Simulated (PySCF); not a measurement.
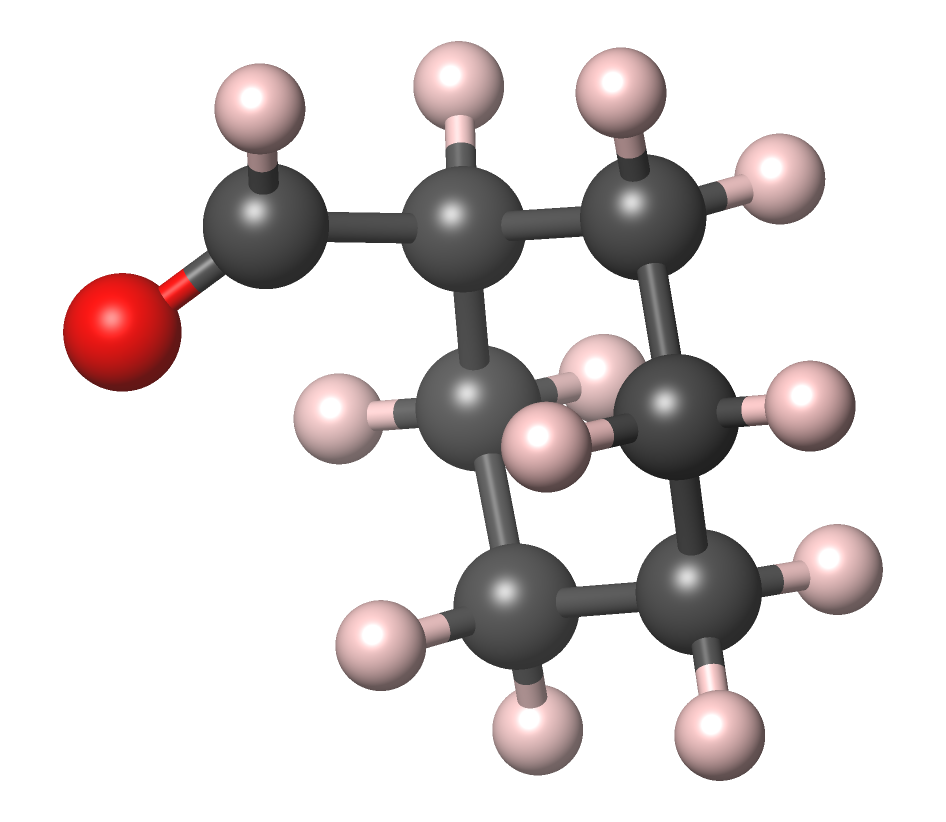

Every bond is drawn as one stick, whatever its order. Colours: oxygen red, carbon dark grey, hydrogen pink.

The computed structure is the end point of a PBE0-D3(BJ)/def2-SVP optimisation. No frequency run is at hand to confirm it as a minimum.

Identify the structure.

The molecule is C₇H₁₂O. As SMILES it reads `O=CC1CCCCC1`. Independent rings (smallest set): 1 of 6 members. Among its groups: aldehyde. This geometry has C1 symmetry. Coordination: 1 C trigonal planar; 6 C tetrahedral.

More results for the same structure follow; atom numbers are the same in all pictures, views and colours differ.

**Shape**

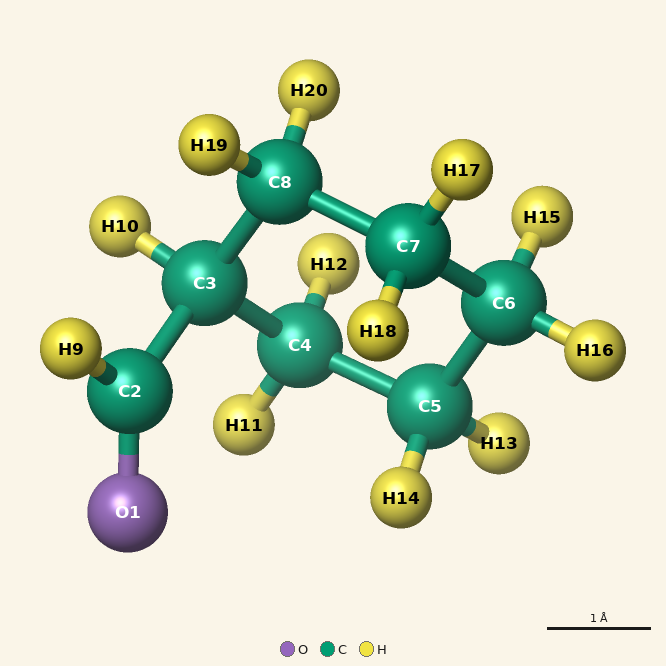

Numbered structure. No frequency run is at hand to confirm it as a minimum.

Give these bond angles: O1–C2–H9, C3–C4–H12, C4–C5–H14, C5–C4–H12, C5–C6–H16, C6–C5–H13, C6–C7–H18, C7–C6–H15, C7–C6–H16, C7–C8–H20, C8–C3–H10, C8–C7–H18.

| angle | degrees |
| --- | --- |
| O1–C2–H9 | 120.4 |
| C3–C4–H12 | 108.5 |
| C4–C5–H14 | 108.9 |
| C5–C4–H12 | 109.5 |
| C5–C6–H16 | 110.4 |
| C6–C5–H13 | 110.4 |
| C6–C7–H18 | 109.1 |
| C7–C6–H15 | 109.0 |
| C7–C6–H16 | 110.3 |
| C7–C8–H20 | 109.5 |
| C8–C3–H10 | 107.8 |
| C8–C7–H18 | 109.4 |

**Electronic properties**

No frequency run is at hand to confirm it as a minimum. Properties computed with CAM-B3LYP/def2-SVPD, gas phase (PySCF 2.14.0). Excitations: vertical, linear response.

**What is the brightest of the 10 lowest singlets?**

8.13 eV.

**Estimate the HOMO–LUMO gap.**

9.23 eV.

**What is the lowest vertical singlet excitation?**

4.29 eV.

**Give the dipole moment at this level.**

2.81 D.

**Ring current**

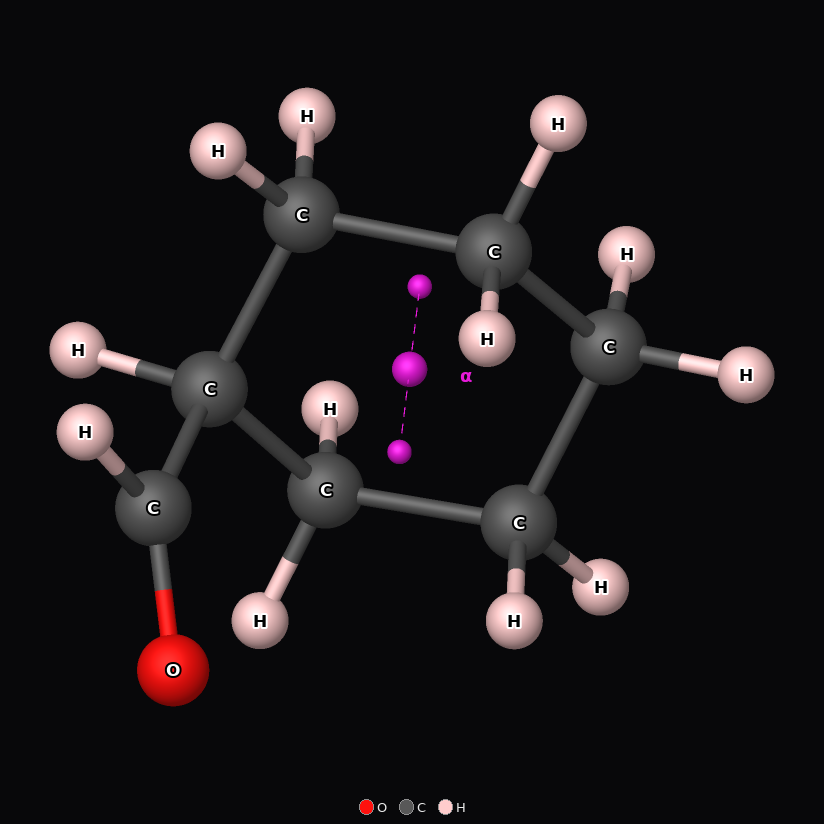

The small points mark where nucleus-independent chemical shifts (NICS) were computed: at the centre of each lettered ring and 1 Å above and below it. No frequency run is at hand to confirm it as a minimum. Method: GIAO PBE0/pcSseg-1 NMR shielding, non-relativistic, gas phase (PySCF 2.14.0).

Give NICS(0), NICS(1) and the out-of-plane component NICS(1)zz for each ring (means of the two sides).

```tsv
ring	members	NICS(0)	NICS(1)	NICS(1)zz
α	C6	−2.6	−2.4	3.0
```

Values in ppm.

**What do the values say about the ring currents?**

Ring α: weak, as in a non-aromatic ring. NICS is one index among several.

**Quadrupole coupling**

No frequency run is at hand to confirm it as a minimum. Electric field gradients from the ground-state density, PBE0/pcSseg-1 (PySCF 2.14.0), non-relativistic apart from any core potentials.

Give the largest field-gradient component, the quadrupole coupling constant and the asymmetry for 17O at O1 (Q = −25.6 mb), 2H at H9 (Q = 2.86 mb), 2H at H10 (Q = 2.86 mb).

| atom | V_zz (a.u.) | e²qQ/h (MHz) | η |
| --- | --- | --- | --- |
| O1 | −2.016 | 12.13 | 0.58 |
| H9 | 0.244 | 0.164 | 0.01 |
| H10 | 0.275 | 0.185 | 0.02 |
